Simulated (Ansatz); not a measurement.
## Electronic structure of ClGeH3O2···PH3 in real space

The calculation's input:

```
crystal:
  periodic: [false, false, false]
  atoms:
    - { symbol: Ge, position_ang: [-0.060776, -0.165907, -0.039205] }
    - { symbol: Cl, position_ang: [-0.214127, -0.560409, 2.120555] }
    - { symbol: O, position_ang: [1.590775, -0.179396, -0.569027] }
    - { symbol: H, position_ang: [2.099282, -0.94158, -0.329549] }
    - { symbol: O, position_ang: [-0.776107, 1.355901, -0.469478] }
    - { symbol: H, position_ang: [-1.722261, 1.386724, -0.497852] }
    - { symbol: H, position_ang: [-0.849852, -1.305216, -0.672245] }
    - { symbol: P, position_ang: [1.708917, 2.616855, 1.149096] }
    - { symbol: H, position_ang: [2.740094, 1.684184, 1.382078] }
    - { symbol: H, position_ang: [1.541949, 2.325652, -0.210197] }
    - { symbol: H, position_ang: [0.672206, 1.815492, 1.670523] }
basis:
  gaussian: { orbitals: def2-SVP }
hamiltonian:
  xc: hf
relax:
  f_tol: 0.03
  max_steps: 50
output:
  orbitals: {}
```

Run with:

```sh
ansatz run input.yaml --threads 4 --pin off --max-ram 5120MiB --backend cpu --events-out ev --progress --plain --runs-dir out
```

The fields are those of the run's last geometry, not of the input's.

All numbers below come from Ansatz, RHF/def2-SVP.

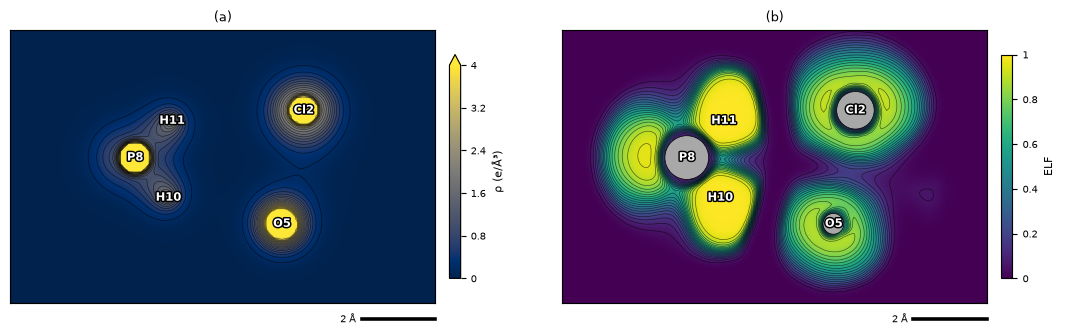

Figure 1. (a) total electron density; (b) ELF on the plane of atoms H10, P8 and H11. Grey discs cover the atomic cores in the ELF map.

Question: Read the bonding off the picture.

Answer:
- The plane passes through Cl, O, P and H nuclei.
- P–H (1.41 Å): ρ is about 1.1 e/Å³ halfway; the ELF climbs to about 1 towards the hydrogen, as it does in any bond to H.
- The ELF also peaks beside O5, P8 and Cl2, away from the bonds: lone-pair regions.

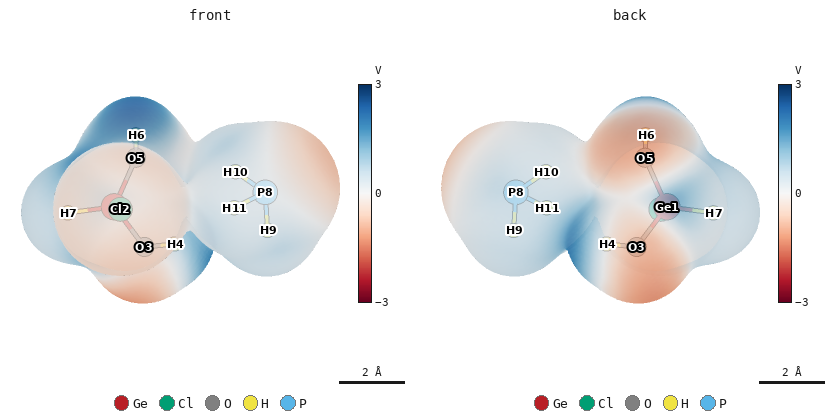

Figure 2. The molecular electrostatic potential painted on the density surface at 0.001 e/bohr³, seen from the front and from behind; red is negative and blue positive.

Question: Which sites attract a positive test charge, and which a negative one?

Answer: A positive charge is drawn to the negative regions and a negative charge to the positive ones. The most negative region (about −1.3 V, or −30 kcal/mol for a unit charge) lies over O3, the most positive (about +2.3 V, or +53 kcal/mol for a unit charge) over H6. O3 is the likeliest acceptor of a hydrogen bond.

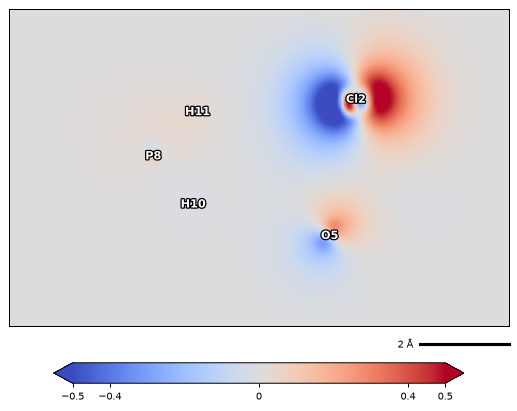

Figure 3. The HOMO−1 on the plane of atoms H10, P8 and H11 (values in Å⁻³ᐟ²; the overall sign is arbitrary).

Question: Where does this orbital lie, and at what energy?

Answer: Its weight (Hirshfeld) is mainly on Cl2 (about 80 %) and Ge1 (about 10 %); largely a lone pair of Cl2. Its energy is −12.57 eV.
